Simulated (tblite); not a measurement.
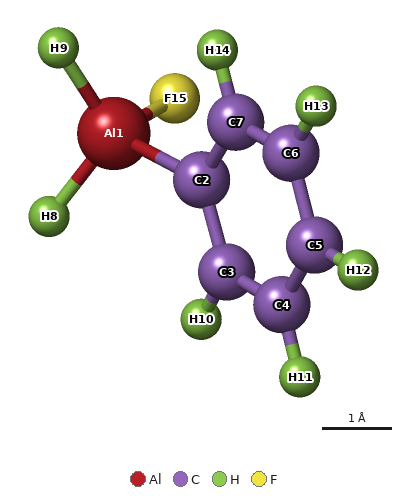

The structure (ball-and-stick view, seen at a tilt; atoms are numbered from 1 in the order of the input). Sticks mark near contacts.

Frequency calculation of C6H7AlF (charge −1)

- system: C6H7AlF, charge −1, SMILES [F][AlH2-][c]1ccccc1
- method: GFN2-xTB harmonic vibrations, gas phase (tblite 0.8.0)

Output
```
mode    cm-1     km/mol
  1      31.2      1.12
  2      55.8      1.67
  3      64.3      0.29
  4     177.0      5.99
  5     304.3      2.11
  6     341.2      0.06
  7     399.5      9.49
  8     474.3    135.52
  9     492.8     13.39
 10     587.4      0.79
 11     623.4     13.73
 12     632.4     28.53
 13     661.8      3.01
 14     708.6     58.50
 15     744.0    810.36
 16     789.1    416.13
 17     877.0      0.02
 18     880.4      0.47
 19     922.8      0.01
 20     924.5      0.19
 21     968.7     11.53
 22    1076.4      1.41
 23    1106.1      2.98
 24    1106.6      9.41
 25    1184.0      0.11
 26    1198.9      0.89
 27    1280.8      1.14
 28    1304.2      3.29
 29    1413.0      3.07
 30    1459.8     12.89
 31    1487.6    671.99
 32    1543.1    338.94
 33    1567.1      2.10
 34    1583.6      1.36
 35    2982.9     31.34
 36    2986.0     61.38
 37    2999.3    120.23
 38    3002.8    281.28
 39    3018.4    139.05
ZPE 262.947  H(298)-E 288.520  G(298)-E 174.729 kJ/mol  S 381.66 J/(mol K)
```

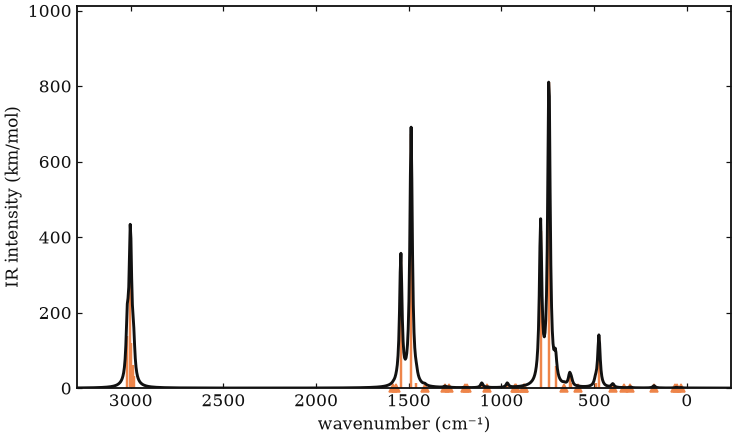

Harmonic infrared spectrum, unscaled: sticks (degenerate modes added up, dark ones marked on the axis) with a Lorentzian envelope of 16 cm⁻¹ full width, scaled to the tallest stick. 39 modes from 31 to 3018 cm⁻¹, none imaginary. The strongest line is at 744 cm⁻¹ (810 km/mol).

The run was set up as follows.

The input
```
{"job": {"kind": "ir", "xc": "GFN2-xTB", "basis": "xTB"}, "charge": -1, "multiplicity": 1}
Al     2.774560    -0.366298    -0.342896
C      0.731457    -0.144775    -0.207861
C      0.081550     1.033339    -0.584233
C     -1.281859     1.218184    -0.433808
C     -2.058442     0.208990     0.111322
C     -1.452451    -0.973352     0.503394
C     -0.087188    -1.133813     0.342802
H      3.443395     1.081636    -0.248275
H      3.249124    -1.355436     0.819151
H      0.681704     1.832889    -1.008390
H     -1.750028     2.150115    -0.738349
H     -3.128434     0.344226     0.232194
H     -2.054491    -1.767067     0.936534
H      0.378657    -2.062599     0.658022
F      3.175904    -1.053876    -1.835331
```

The first line tells a small driver script what to run in tblite; the rest is the geometry in Å.

Launched with:
```bash
OMP_NUM_THREADS=1 python <driver script> task.json out
```

Key numbers

| quantity | value |
| --- | --- |
| outcome | converged |
| total energy | −612.9685 eV |
| zero-point energy | 62.8460 kcal/mol |
| hardware | 1 CPU thread, shared host |
| wall time | 0.53 s |
| peak memory | 0.49 GiB |
